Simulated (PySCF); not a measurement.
**C4H10NOSi2 (SMILES C#C[Si](NC)[SiH2]OC) (doublet): density, localisation and related maps**

```csv
atom,x (Å),y (Å),z (Å)
C,-0.6661,3.5333,-0.3981
C,-0.7435,2.3556,-0.1486
Si,-0.7228,0.6072,0.4683
N,-2.2847,0.0678,-0.0603
C,-2.8219,-1.2374,0.2100
Si,0.8533,-0.8421,-0.2977
O,2.1021,0.0018,0.3201
C,3.4414,-0.3467,0.2508
H,-0.6230,4.5516,-0.6622
H,-3.0089,0.7538,-0.2038
H,-3.4597,-1.5640,-0.6157
H,-3.4170,-1.2631,1.1307
H,-2.0029,-1.9471,0.3118
H,1.1475,-1.1874,-1.7056
H,0.7800,-2.1705,0.3515
H,3.7797,-0.3983,-0.7879
H,4.0223,0.4116,0.7771
H,3.6155,-1.3199,0.7187
```

Geometry: GFN2-xTB.

The calculation used PySCF 2.14.0, density-fitted response routines, UKS B3LYP, pcH-1 on C H N O Si, non-relativistic, mean-field spin-orbit, GIAO.

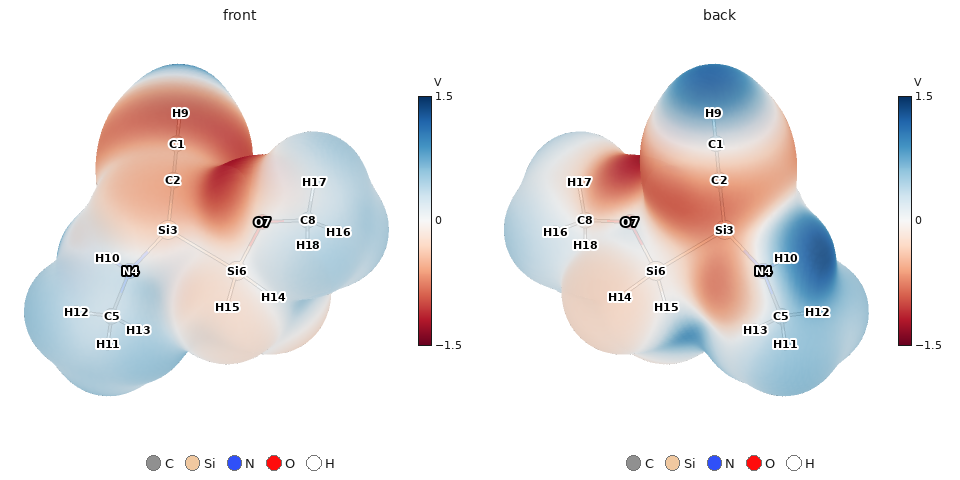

Figure 1. The molecular electrostatic potential painted on the density surface at 0.001 e/bohr³, seen from the front and from behind; the colour scale runs from red (negative) to blue (positive).

Where is the surface potential most negative and most positive?

The most negative region (about −1.2 V) lies over O7, the most positive (about +1.3 V) over H10. O7 is the likeliest acceptor of a hydrogen bond.

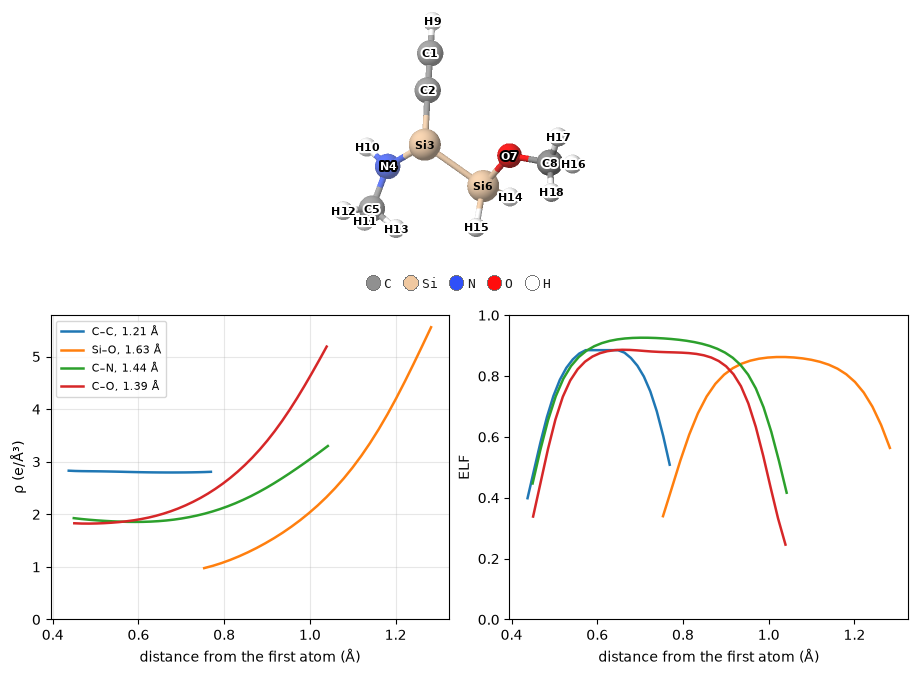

Figure 2. Total electron density and ELF along straight lines between neighbouring atoms. The curves leave out the atomic cores. The structure is drawn too.

What kind of bonding do the profiles show?

C–C (1.21 Å): ρ is about 2.8 e/Å³ halfway; the ELF peaks at about 0.90 between the atoms; a short, multiple covalent bond.
Si–O (1.63 Å): ρ at the midpoint is about 1.1 e/Å³; the ELF peaks at about 0.85 between the atoms; a shared but strongly polarised pair.
C–N (1.44 Å): the density is about 1.9 e/Å³ at the midpoint; the ELF peaks at about 0.95 between the atoms, as expected for localised, covalent bonding.
C–O (1.39 Å): the density is about 2.1 e/Å³ at the midpoint, with its minimum of 1.8 e/Å³ about 0.5 Å from C; the ELF peaks at about 0.90 between the atoms; a polar covalent bond.
